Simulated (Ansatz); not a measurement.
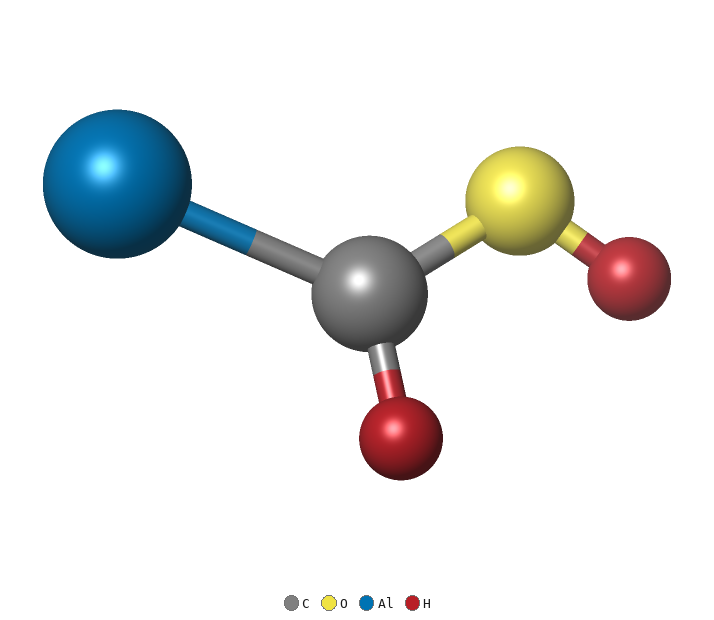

Charge 0, doublet. The geometry was computed by an optimisation with PBE0-D4/def2-TZVP. No frequency run is at hand to confirm it as a minimum. Level of theory: UKS PBE0-D4/def2-TZVPP (Ansatz 0.2.0).

Computed properties:

The species is CH2AlO.
- HOMO energy (Kohn–Sham orbital): −5.41 eV
- ⟨S²⟩ of the determinant: 0.755
